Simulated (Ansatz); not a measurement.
## CH2NaSi2: a changed input and its effect

System: CH2NaSi2, charge +1.
Method of run A: RKS PBE0-D4/def2-SVP (Ansatz 0.2.0).

Text and figures count atoms from 1; the logs count them from 0 in places.

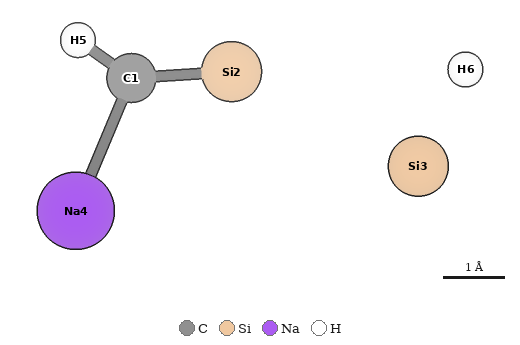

The input geometry (ball-and-stick view, seen at a tilt; atoms are numbered from 1 in the order of the input). Sticks mark near contacts.

## Input, run A
```yaml
crystal:
  periodic: [false, false, false]
  atoms:
    - { symbol: C, position_ang: [-0.289384, 0.659776, -1.163042] }
    - { symbol: Si, position_ang: [0.535288, 0.056027, 0.145049] }
    - { symbol: Si, position_ang: [0.510891, -1.821485, 3.082148] }
    - { symbol: Na, position_ang: [-2.648084, 0.093882, -1.272726] }
    - { symbol: H, position_ang: [-0.122002, 1.270302, -2.056889] }
    - { symbol: H, position_ang: [2.276778, -1.451842, 3.250528] }
total_charge: 1
basis:
  gaussian: { orbitals: def2-SVP }
hamiltonian:
  xc: pbe0
  dispersion: d4
output:
  forces: true
```

Launched with:
```bash
ansatz run input.yaml --threads 1 --pin off --max-ram 2560MiB --backend cpu --events-out ev --progress --plain --runs-dir out
```

Hardware: 1 thread of Intel Xeon @ 2.50GHz (Skylake/Cascade Lake), 189 GiB of memory available, shared host.

## Output (run A)
```
Engine: ansatz 0.2.0, x86_64-unknown-linux-gnu
Functional definition: PBE0
  parameter a = 0.25
  parameter kappa = 0.804
  parameter beta = 0.06672455060314922
  exchange = (1 - a)*pbe_x(kappa = kappa, mu = beta*pi^2/3) + a*exact_x
  correlation = pbe_c(beta = beta)
719 factors; integrals over basis functions are off by at most 1.8e-3 eV
mean field evaluation 1: about -21186.9588 eV, gradient 8.7e1 eV
mean field evaluation 2: about -20954.6752 eV, gradient 1.5e2 eV
mean field evaluation 4: about -21046.0287 eV, gradient 1.3e2 eV
mean field evaluation 8: about -21210.9917 eV, gradient 1.6e0 eV
mean field evaluation 16: about -21211.0974 eV, gradient 1.7e-5 eV
mean field -21211.09742712 eV, -779.4934530485 hartree, gradient 1.7e-5 eV, S^2 0.000000; 0 other end points of the search recorded, 0 dependent functions left out
the calculation of the forces begins
reference -21211.09747002 eV, -779.4934546251 hartree; 23, 23 occupied and 52, 52 virtual orbitals, 719 factors
Total energy: -21211.22176046 eV, -779.4980222145 hartree
Atom 0 at    -0.289384     0.659776    -1.163042 Å, force     0.094173    -0.063472     0.136519 eV/Å
Atom 1 at     0.535288     0.056027     0.145049 Å, force    -0.211440    -0.711379     1.028299 eV/Å
Atom 2 at     0.510891    -1.821485     3.082148 Å, force     2.433834     1.204958    -0.859965 eV/Å
Atom 3 at    -2.648084     0.093882    -1.272726 Å, force     0.180939     0.041512     0.012439 eV/Å
Atom 4 at    -0.122002     1.270302    -2.056889 Å, force    -0.083916     0.015777    -0.059147 eV/Å
Atom 5 at     2.276778    -1.451842     3.250528 Å, force    -2.413589    -0.487395    -0.258145 eV/Å
Dipole moment:    -1.294962    -0.494470     0.226107 e Å
```

For run B the input was changed thus:
```diff
-    - { symbol: Si, position_ang: [0.510891, -1.821485, 3.082148] }
+    - { symbol: Si, position_ang: [0.518267, -1.253815, 2.194109] }
-    - { symbol: H, position_ang: [2.276778, -1.451842, 3.250528] }
+    - { symbol: H, position_ang: [2.009331, -0.941699, 2.336284] }
```

Predict how the results change.

On the same kind of shared host run B took about 160 times as long.

## Output (run B)
```
Engine: ansatz 0.2.0, x86_64-unknown-linux-gnu
Functional definition: PBE0
  parameter a = 0.25
  parameter kappa = 0.804
  parameter beta = 0.06672455060314922
  exchange = (1 - a)*pbe_x(kappa = kappa, mu = beta*pi^2/3) + a*exact_x
  correlation = pbe_c(beta = beta)
719 factors; integrals over basis functions are off by at most 1.1e-3 eV
mean field evaluation 1: about -21190.1214 eV, gradient 8.6e1 eV
mean field evaluation 2: about -21026.3669 eV, gradient 1.6e2 eV
mean field evaluation 4: about -21203.2509 eV, gradient 4.6e1 eV
mean field evaluation 8: about -21213.0096 eV, gradient 4.3e-1 eV
mean field evaluation 16: about -21213.0410 eV, gradient 3.0e-4 eV
mean field -21213.04104567 eV, -779.5648797129 hartree, gradient 1.8e-5 eV, S^2 0.000000; 0 other end points of the search recorded, 0 dependent functions left out
the calculation of the forces begins
reference -21213.04108999 eV, -779.5648813414 hartree; 23, 23 occupied and 52, 52 virtual orbitals, 719 factors
Total energy: -21213.17028833 eV, -779.5696292930 hartree
Atom 0 at    -0.289384     0.659776    -1.163042 Å, force     0.083570    -0.043850     0.103675 eV/Å
Atom 1 at     0.535288     0.056027     0.145049 Å, force    -0.070011    -0.350119     0.519626 eV/Å
Atom 2 at     0.518267    -1.253815     2.194109 Å, force     0.059931     0.394606    -0.593946 eV/Å
Atom 3 at    -2.648084     0.093882    -1.272726 Å, force     0.020364     0.005208     0.000616 eV/Å
Atom 4 at    -0.122002     1.270302    -2.056889 Å, force    -0.025508    -0.002670    -0.005889 eV/Å
Atom 5 at     2.009331    -0.941699     2.336284 Å, force    -0.068346    -0.003175    -0.024084 eV/Å
Dipole moment:    -1.306716    -0.078078    -0.432672 e Å
```

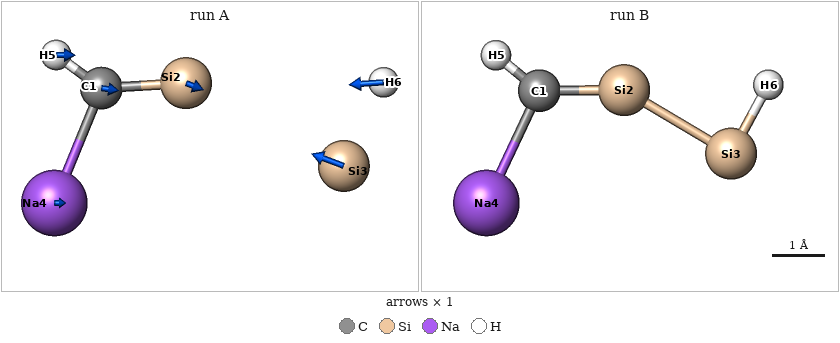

The two input geometries at one scale (ball-and-stick view, seen on its broad side). The blue arrows on the first give the shifts of the atoms after the best rigid fit, at true length. The largest move after the best rigid fit is that of H6, 0.69 Å. By element the largest moves are H 0.69 Å, Si 0.68 Å, C 0.36 Å, Na 0.24 Å. Among the contacts that change: Si2–Si3 3.486 → 2.432 Å, Si3–H6 1.812 → 1.530 Å.

## The two runs side by side

```tsv
quantity	run A	run B
outcome	converged	converged
total energy (hartree)	−779.498022	–
largest force (eV/Å)	2.849	–
basis functions	75	–
wall time (shared host)	7.3 s	19 min
```
